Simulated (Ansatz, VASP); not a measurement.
# Os3W2 in two plane-wave programs

One calculation is typed for both programs; each brings its own data sets and cutoff. How far apart do they land?

Main program and level: Ansatz 0.2.0; plane waves, with VASP 6.6.1 beside it; single point at LDA.

### Step 1. The structure

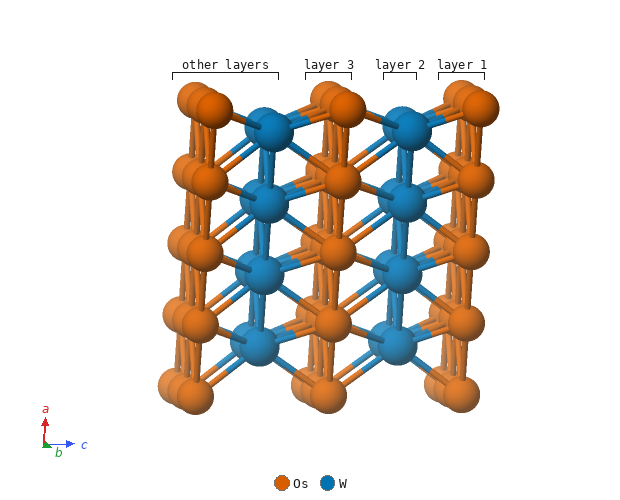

Start, viewed from the side, with the c axis across the page; osmium orange, tungsten blue. 2×1×1 cells are drawn. Some periodic images of atoms are drawn too.

The cell holds 20 atoms: 12 Os and 8 W. Cell: a = 5.500 Å, b = 5.500 Å, c = 22.700 Å, α = 90.0°, β = 90.0°, γ = 60.0°. It derives from Os. As first built, before any earlier steps moved the atoms: kind: overlayer; added: W; how: under the top layer, both faces;. Regions: layer 1, 4 atoms (4 Os); layer 2, 4 atoms (4 W); layer 3, 4 atoms (4 Os); other layers, 8 atoms (4 W and 4 Os). Vacuum lies along c.

### Step 2. Ansatz: single point, LDA

Ansatz runs on its default PAW (the set named soft_2) files.

A single point gives forces, pressure and levels at one fixed geometry, so differences don't come from the geometry; what else differs is listed under the comparison.

File input.yaml:

```yaml
crystal:
  lattice:
    - [5.5, 0.0, 0.0]
    - [2.75, 4.7631397208, 0.0]
    - [0.0, 0.0, 22.7]
  atoms:
    - { symbol: Os, position: [0.0, 0.0, 0.6894395931] }
    - { symbol: Os, position: [0.5, 0.0, 0.6894395931] }
    - { symbol: Os, position: [0.0, 0.5, 0.6894395931] }
    - { symbol: Os, position: [0.5, 0.5, 0.6894395931] }
    - { symbol: Os, position: [0.0, 0.0, 0.5] }
    - { symbol: Os, position: [0.5, 0.0, 0.5] }
    - { symbol: Os, position: [0.0, 0.5, 0.5] }
    - { symbol: Os, position: [0.5, 0.5, 0.5] }
    - { symbol: Os, position: [0.0, 0.0, 0.3105604069] }
    - { symbol: Os, position: [0.5, 0.0, 0.3105604069] }
    - { symbol: Os, position: [0.0, 0.5, 0.3105604069] }
    - { symbol: Os, position: [0.5, 0.5, 0.3105604069] }
    - { symbol: W, position: [0.833333333, 0.333333333, 0.5982527422] }
    - { symbol: W, position: [0.333333333, 0.333333333, 0.5982527422] }
    - { symbol: W, position: [0.833333333, 0.833333333, 0.5982527422] }
    - { symbol: W, position: [0.333333333, 0.833333333, 0.5982527422] }
    - { symbol: W, position: [0.833333333, 0.333333333, 0.4017472578] }
    - { symbol: W, position: [0.333333333, 0.333333333, 0.4017472578] }
    - { symbol: W, position: [0.833333333, 0.833333333, 0.4017472578] }
    - { symbol: W, position: [0.333333333, 0.833333333, 0.4017472578] }
hamiltonian:
  xc: lda
  pseudopotentials: { kind: paw }
kpoints:
  mp_grid: { grid: [4, 4, 1] }
scf:
  occupations: { method: gaussian, width: 0.1 }
  n_extra_bands: 9
output:
  forces: true
  eigenvalues: true
```

Command:

```console
$ ansatz run input.yaml --threads 8 --pin off --max-ram 18432MiB --backend cpu --events-out ev --progress --plain --runs-dir out
```

Numbers of over 12 decimals in the logs are rounded to 6 here.

The program printed:

```text
scf.n_extra_bands = 9 over 152 filled bands (N_el = 304.0): the run solves 161 bands
Engine: ansatz 0.2.0, aarch64-unknown-linux-gnu
Pseudopotentials: kind: paw
Pseudopotential: Os, paw, valence charge 16, recommended cutoff 420 eV (normal), Os.paw.azcp
Pseudopotential: W, paw, valence charge 14, recommended cutoff 420 eV (normal), W.paw.azcp
Functional definition: SPW92
  exchange = slater_x
  correlation = pw_c
Crystal: 20 atoms, lattice volume = 594.678 Å³
Basis set: ecut = 420 eV, 11637 PW (Γ)
Bands: 161, of which v1, the nominal top of the filled ones, is band 152 counted from 1 (151 counted from 0)
Symmetry: 48 space group operations
Space group: P-6m2 (ITA 187), of the structure as read, at distance tolerance 8.4e-5 Å
k-points: 4 of 16 (time reversal used)
Non-local potential: Os, projectors of the file, l = 0: 3, l = 1: 2, l = 2: 2, l = 3: 1
Non-local potential: W, projectors of the file, l = 0: 3, l = 1: 2, l = 2: 2, l = 3: 1
PAW form: soft (Blöchl's): semilocal exchange-correlation on the pseudo side does not see the compensation charge
PAW frozen core: Os, regenerated for the run's functional, and the local potential with it (the file was generated under x = pbe(κ = 0.804, μ = 0.219515), c = pbe(β = 0.066725))
PAW frozen core: W, regenerated for the run's functional, and the local potential with it (the file was generated under x = pbe(κ = 0.804, μ = 0.219515), c = pbe(β = 0.066725))
PAW one-centre angular grid: Os, 590 points (default); XC on 64 Gauss nodes
PAW one-centre angular grid: W, 590 points (default); XC on 64 Gauss nodes
Initial density: superposition of atomic densities (neutral atoms: chi_scale 0, normalization atom), corrected by the library's trained network
Initial wavefunctions: pseudopotential atomic-orbital guess
Functional: x = slater, c = lda
SCF iter   1: F=—  HF=-214449.176263 eV  |F-HF|=—  |Δ(HF+E_count)|=         —  Δρ=8.84e-3  dr2=1.17e0  ethr=1.77e-3  ⟨swp⟩=9.0  Hψ=3421  notcnv=0
preconditioner: auto → LDOS  [metal: Δε(μ)=0.031 eV  Ē_g=3.899 eV  σ=0.100 eV  W_gap=0.17  n_scr=148 (ndim 8)  ℏωp=18.3 eV  f_vac=0.462  D(μ)=20.00/eV (n_scr^D=148)  β→1.0]
SCF iter   2: F=—  HF=-214449.095961 eV  |F-HF|=—  |Δ(HF+E_count)|=   8.03e-2  Δρ=4.36e-3  dr2=4.95e-1  ethr=3.85e-4  ⟨swp⟩=2.0  Hψ=1117  notcnv=0  defer=8
SCF iter   3: F=—  HF=-214449.052807 eV  |F-HF|=—  |Δ(HF+E_count)|=   4.32e-2  Δρ=1.73e-3  dr2=1.03e-1  ethr=1.63e-4  ⟨swp⟩=2.5  Hψ=1041  notcnv=0  defer=8
SCF iter   4: F=—  HF=-214449.039706 eV  |F-HF|=—  |Δ(HF+E_count)|=   1.31e-2  Δρ=5.04e-4  dr2=3.92e-3  ethr=3.40e-5  ⟨swp⟩=3.2  Hψ=1107  notcnv=0  defer=8
SCF iter   5: F=—  HF=-214449.039020 eV  |F-HF|=—  |Δ(HF+E_count)|=   6.87e-4  Δρ=1.32e-4  dr2=3.22e-4  ethr=1.29e-6  ⟨swp⟩=2.5  Hψ=1023  notcnv=0  defer=8
SCF iter   6: F=—  HF=-214449.038949 eV  |F-HF|=—  |Δ(HF+E_count)|=   7.08e-5  Δρ=4.26e-5  dr2=3.64e-5  ethr=1.06e-7  ⟨swp⟩=2.0  Hψ=937  notcnv=0  defer=8
SCF iter   7: F=—  HF=-214449.039649 eV  |F-HF|=—  |Δ(HF+E_count)|=   7.00e-4  Δρ=1.50e-5  dr2=2.31e-6  ethr=1.20e-8  ⟨swp⟩=2.5  Hψ=934  notcnv=0  defer=5
SCF iter   8: F=—  HF=-214449.039649 eV  |F-HF|=—  |Δ(HF+E_count)|=   2.86e-7  Δρ=4.07e-6  dr2=2.13e-7  ethr=7.61e-10  ⟨swp⟩=3.5  Hψ=1255  notcnv=0  defer=5
SCF iter   9: F=-214449.039649 eV  HF=-214449.039649 eV  |F-HF|=6.40e-10  |Δ(HF+E_count)|=   8.85e-8  Δρ=1.33e-6  dr2=1.54e-8  ethr=3.29e-11  ⟨swp⟩=11.2  Hψ=2841  notcnv=0
SCF 1 converged in 9 iterations: F = -214449.039649 eV  dr2 = 1.54e-8
  greatest PAW one-centre occupation: 1.000 electrons in one spin orbital (limit 2), on the W atom at site 19 (counted from 0), in its partial waves of l = 0
SCF converged after 9 iterations
Free energy (F): -214449.039649 eV
Harris-Foulkes:  -214449.039649 eV  (|F-HF|=6.40e-10)
Internal energy: -214448.919127 eV  (E = F + TS)
E sigma→0 (E₀):  -214448.979388 eV
Entropy (-TS):   -0.120522 eV (-6.026 meV/atom)
Fermi energy:    9.115686 eV
--- Per-component energies (eV) ---
  E_band       = -5933.639989
  E_kinetic    = 10385.781170
  E_local      = -344660.517845  (includes V_loc(G=0)·N_el)
  E_nonlocal   = 120.724417
  E_hartree    = 168587.682180
  E_xc         = -5303.639863
  E_vxc        = -5320.994374  (∫ρ·V_xc dr)
  E_paw        = -171452.168442  (= ΣΔE_a)
  E_vpaw       = -3633.983760  (= ΣTr[D̂ρ^β])
  E_aug_tail   = -0.001544  (compensation charges beyond the density's cutoff)
  E_ewald      = 127866.602768
  E_core_change = 6.618032  (= ΣΔE_core)
  E_smearing   = -0.120522  (= −TS)
  E_closure    = 0.000000  (closes the sum)
  Σ components = -214449.039649   (vs F -214449.039649, Δ=0.00e0)
--- Forces (eV/Å), atoms counted from 1 ---
  atom   1  Os    -0.00000000     0.00000000    -0.08542694
  atom   2  Os    -0.00000000     0.00000000    -0.08542694
  atom   3  Os    -0.00000000     0.00000000    -0.08542694
  atom   4  Os    -0.00000000     0.00000000    -0.08542694
  atom   5  Os     0.00000000     0.00000000    -0.00000000
  atom   6  Os     0.00000000     0.00000000    -0.00000000
  atom   7  Os     0.00000000     0.00000000     0.00000000
  atom   8  Os     0.00000000     0.00000000     0.00000000
  atom   9  Os    -0.00000000     0.00000000     0.08542694
  atom  10  Os    -0.00000000     0.00000000     0.08542694
  atom  11  Os    -0.00000000     0.00000000     0.08542694
  atom  12  Os    -0.00000000     0.00000000     0.08542694
  atom  13  W      0.00000000    -0.00000000    -0.00947632
  atom  14  W      0.00000000    -0.00000000    -0.00947632
  atom  15  W     -0.00000000    -0.00000000    -0.00947632
  atom  16  W      0.00000000    -0.00000000    -0.00947632
  atom  17  W     -0.00000000     0.00000000     0.00947632
  atom  18  W      0.00000000    -0.00000000     0.00947632
  atom  19  W      0.00000000    -0.00000000     0.00947632
  atom  20  W      0.00000000    -0.00000000     0.00947632
  max |Σ_I F_I| component: 1.39e-16 eV/Å
--- Band table (eV) ---
  k-point 0: bands = [... 148 lower, 9.3380, 9.5903, 10.2812, 10.3756, 10.3756, 10.3756, 10.5546, 10.5546, ... 5 higher]
  k-point 1: bands = [... 148 lower, 8.8929, 8.8929, 8.9957, 9.0611, 9.1790, 9.4037, 9.6098, 9.6098, ... 5 higher]
  k-point 2: bands = [... 148 lower, 8.8766, 8.8766, 9.0167, 9.0167, 9.1657, 9.1657, 9.3964, 9.3965, ... 5 higher]
  k-point 3: bands = [... 148 lower, 8.9602, 8.9614, 8.9614, 8.9811, 9.0628, 9.1316, 9.1936, 9.6459, ... 5 higher]
```

Wall time 9.3 s (8 threads of Arm Neoverse N1, shared host); peak memory 1.8 GiB; 69 s of CPU time.

(Continued in part 2 of 2.)

[Lines on the potential files, build, host, timing and source positions are cut from VASP's logs without a mark.]

[Logs are printed without paths, hosts, clocks, repeated set-up lines and the standing remarks that a program may print on its own settings, such as how far it seeks lower states.]

[Hosts, paths, dates, database ids (printed as entryN), source tags and the programs' standing remarks are cut or masked in the printed files.]
